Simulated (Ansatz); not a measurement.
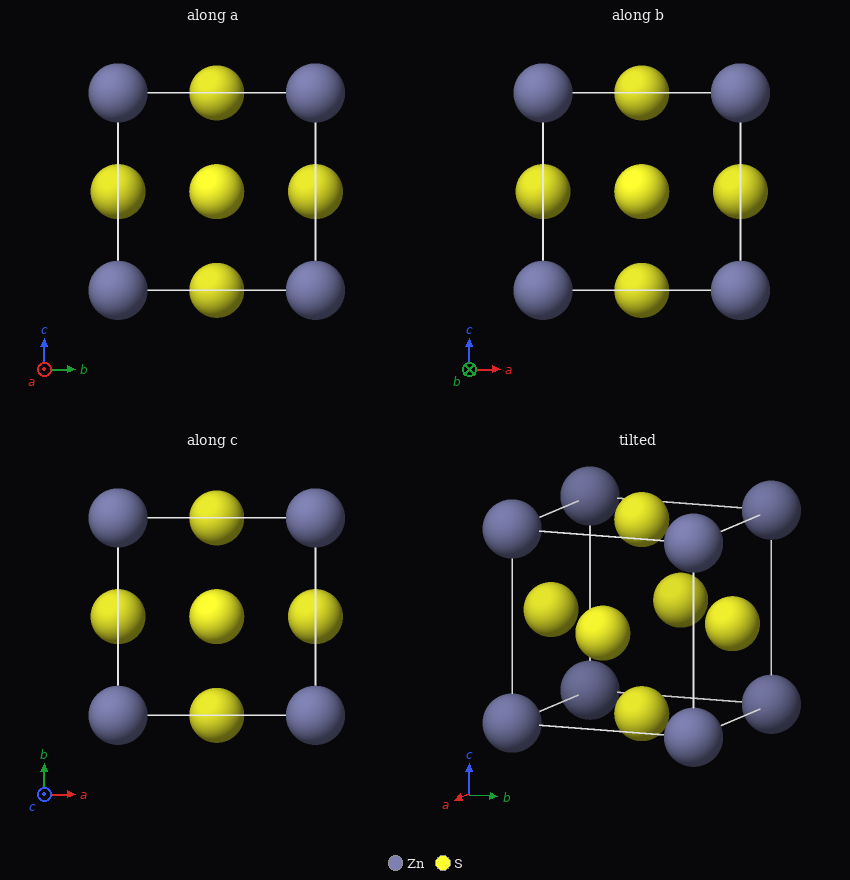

Spheres-only representation of a periodic structure, projected along the a axis, along the b axis, along the c axis and slightly off an axis. The conventional unit cell is drawn as a box.

Lattice parameters: a = 4.0551 Å, b = 4.0551 Å, c = 4.0551 Å, α = 90.000°, β = 90.000°, γ = 90.000°.

> Convert the drawing into a CIF in P1 with every atom of the cell.

```cif
data_structure
_symmetry_space_group_name_H-M 'P 1'
_symmetry_Int_Tables_number 1
_cell_length_a 4.0551
_cell_length_b 4.0551
_cell_length_c 4.0551
_cell_angle_alpha 90.000
_cell_angle_beta 90.000
_cell_angle_gamma 90.000
_cell_volume 66.68
loop_
_atom_site_label
_atom_site_type_symbol
_atom_site_fract_x
_atom_site_fract_y
_atom_site_fract_z
_atom_site_occupancy
Zn1 Zn 0.0000 0.0000 0.0000 1
S1 S 0.0000 0.5000 0.5000 1
S2 S 0.5000 0.0000 0.5000 1
S3 S 0.5000 0.5000 0.0000 1
```

The structure comes from a structure type filled with these elements by a generator (whether the compound takes this form wasn't checked). The picture shows the end point of a geometry optimisation with Ansatz 0.2.0, DFT PBE, scalar-relativistic, plane waves, PAW.
